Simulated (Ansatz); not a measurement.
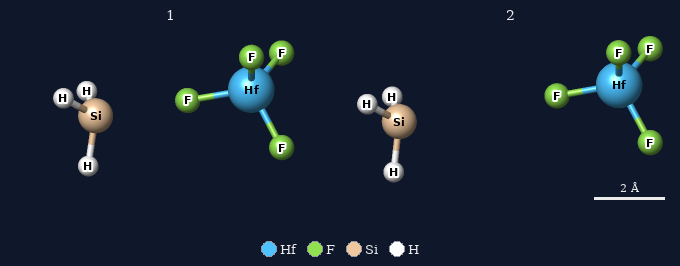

Two geometries of HfSiH₃F₄ (multiplicity 2), drawn at one scale. One is the start of a relaxation, the other its converged end. Style: ball-and-stick. Shown at a tilt.

Method: Ansatz 0.2.0, UHF/def2-SVP. Set-up: collinear spin; force threshold 0.03 eV/Å; at most 50 steps.

> Which geometry has the lower energy?

Structure 2 is the relaxed one. The run prepares an end point of a later path (reaction) calculation, from a guessed geometry. The largest moves after the best rigid fit, 1.11 Å, are those of Si and H atoms. By element the largest moves are Si 1.11 Å, H 1.10 Å, F 0.89 Å, Hf 0.85 Å. Among the contacts that change: F–Hf 1.952 → 1.910 Å, H–Si 1.486 → 1.481 Å. The energy falls by 6.31 kcal/mol in 10 geometry steps. Largest force component: 1.5 eV/Å at the start, 0.0014 eV/Å at the end.

Limits of the set-up: the start holds two separate molecules, 2.8 Å apart at their closest, whose relative position is a soft coordinate and is computed without a dispersion correction; Hartree-Fock leaves out electron correlation.
